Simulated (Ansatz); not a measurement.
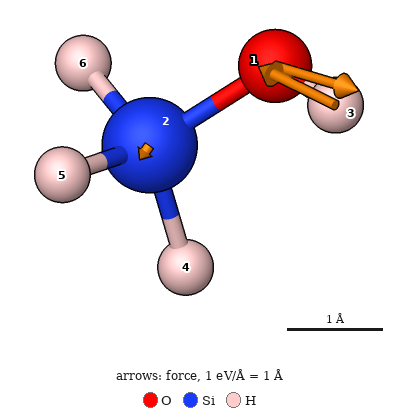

Starting geometry of SiH$_{4}$O with the computed forces as orange arrows. Style: ball-and-stick. Shown at a tilt.

It is one of the separated products of a reaction.

These are results of RKS PBE0-D4/def2-TZVP (Ansatz 0.2.0), not measurements. (force threshold 0.005 eV/Å; at most 200 steps)

**What follows when this structure is relaxed?**

It isn't relaxed: the largest force vector, on H atoms, is 1.18 eV/Å. The final displacements follow the starting forces only in part (cosine between the two patterns 0.39). The energy falls by 1.59 kJ/mol in 4 geometry steps. Largest force component: 0.93 eV/Å at the start, 0.0016 eV/Å at the end. The atom that moves furthest after the best rigid fit is H3 (0.041 Å). Largest moves by element: H 0.041 Å, O 0.020 Å, Si 0.006 Å. Near-neighbour distances that change, for instance: O1–H3 0.980 → 0.958 Å, O1–Si2 1.641 → 1.648 Å. Bond angles that change, for instance: Si2–O1–H3 120.2° → 117.9°.
